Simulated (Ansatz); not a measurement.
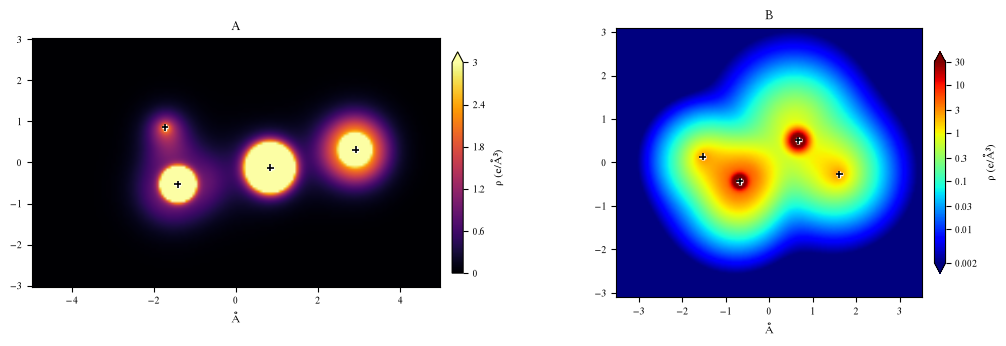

The total electron density of 2 systems, each on a plane through atoms (crosses mark nuclei in the plane).

Computed with RKS B3LYP/def2-SVP in Ansatz.

System 1: ClH$_{2}$PZn···H$_{2}$O, the plane of atoms Zn1, P5 and H6. Not at a stationary point (largest force 0.8 eV/Å).

```xyz
8

Zn    0.8216    0.2484   -0.5851
O    -0.3715    0.1889    2.1451
H    -0.4033   -0.6288    2.6616
Cl   -0.6610   -0.1700   -2.0593
P     2.5347    0.6691    0.8780
H     2.9436   -0.7030    0.8801
H     3.5117    1.0616   -0.0892
H     0.4446    0.6423    2.4626
```

System 2: BH$_{6}$N, the plane of atoms B1, N2 and H4. 

```xyz
8

B    -0.0439    0.3513    0.0800
N    -0.0411    0.2890    1.7312
H    -0.3247   -0.6339    2.0684
H     0.8892    0.4837    2.1086
H     0.7727   -0.4878   -0.2724
H    -1.1906    0.0818   -0.2478
H     0.2848    1.4960   -0.1972
H    -0.6862    0.9753    2.1297
```

> Match each panel to its system.

Panel A is system 1, ClH$_{2}$PZn···H$_{2}$O: the plane holds Zn, Cl, P and H. Zn–Cl (2.13 Å): ρ is about 0.64 e/Å³ halfway. Panel B is system 2, BH$_{6}$N: the plane holds B, N and H. B–N (1.65 Å): ρ is about 1.1 e/Å³ halfway.
